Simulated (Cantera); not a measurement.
Input: 1 mol C2H2, 0.14 mol CO2, 4.3 mol N2, 0.23 mol O2, held at 577 °C.

These are equilibrium values from Cantera (NASA tables, ideal gas, pure condensed phases), not measurements of a reactor. Candidate condensed phases: C, C6H6, C7H8, C8H18, H2O; 136 gas species. The ideal-gas law is rough above about 30 bar. Equilibrium is a limit: real reactors are often held back by kinetics, nucleation or transport.

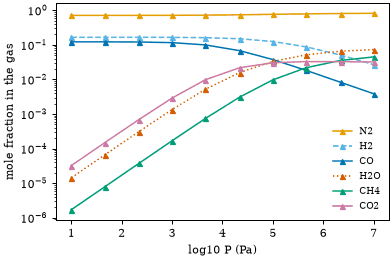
Fig. 1. Equilibrium gas composition (values under 1e-9 drawn at 1e-9)

From 0.0750 Torr to 75000 Torr the condensed part is C(graphite). The main C-bearing gas is CO at 0.0750 Torr and CH4 at 75000 Torr. The share of C in condensed phases is highest at 3450 Torr (81.4 %) and lowest at 0.0750 Torr (65.4 %).
